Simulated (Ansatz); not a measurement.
SnS (GeS type, space group Pnma)

```cif
data_S4Sn4
_chemical_formula_sum 'Sn4 S4'
_space_group_name_H-M_alt 'P 1'
_space_group_IT_number 1
_cell_length_a 10.91161
_cell_length_b 3.95337
_cell_length_c 4.11206
_cell_angle_alpha 90.000
_cell_angle_beta 90.000
_cell_angle_gamma 90.000
loop_
_space_group_symop_operation_xyz
  'x, y, z'
loop_
_atom_site_label
_atom_site_type_symbol
_atom_site_fract_x
_atom_site_fract_y
_atom_site_fract_z
_atom_site_occupancy
Sn1 Sn 0.61722 0.75000 0.59282 1
Sn2 Sn 0.88278 0.25000 0.09282 1
Sn3 Sn 0.38278 0.25000 0.40718 1
Sn4 Sn 0.11722 0.75000 0.90718 1
S1 S 0.35513 0.75000 0.97618 1
S2 S 0.14487 0.25000 0.47618 1
S3 S 0.64487 0.25000 0.02382 1
S4 S 0.85513 0.75000 0.52382 1
```

Equation-of-state scan: isotropic scaling of the cell above, V₀ being its volume. The atoms relax within the cell's symmetry.

The numbers are results of PBEsol-D3(BJ) (plane waves to 420 eV, PAW, scalar-relativistic; Ansatz, an electronic-structure program), not measurements. k mesh 3×8×8 (Γ-centred), Fermi-Dirac smearing 0.05 eV. Energies are smeared free energies. With the shape held, the modulus is that of even scaling; a crystal free to change shape is softer. SnS was relaxed with its symmetry unable to fall. The zero of ΔE is the relaxed starting cell.

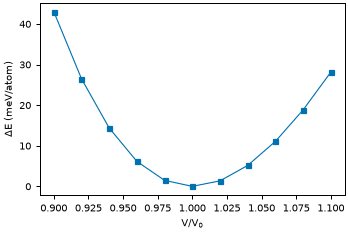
Fig. 1. ΔE (meV/atom) against V/V₀; one marker a computed point.

Problem. What is ΔE at V/V₀ = 0.900?

Solution. About 43 meV/atom.

Problem. What is ΔE at V/V₀ = 1.100?

Solution. About 28 meV/atom.

Problem. What bulk modulus at fixed cell shape B₀ follows from a third-order Birch-Murnaghan fit?

Solution. About 50 GPa.

(Under strain, the slope of the energy per volume gives the stress and its curvature an elastic modulus.)
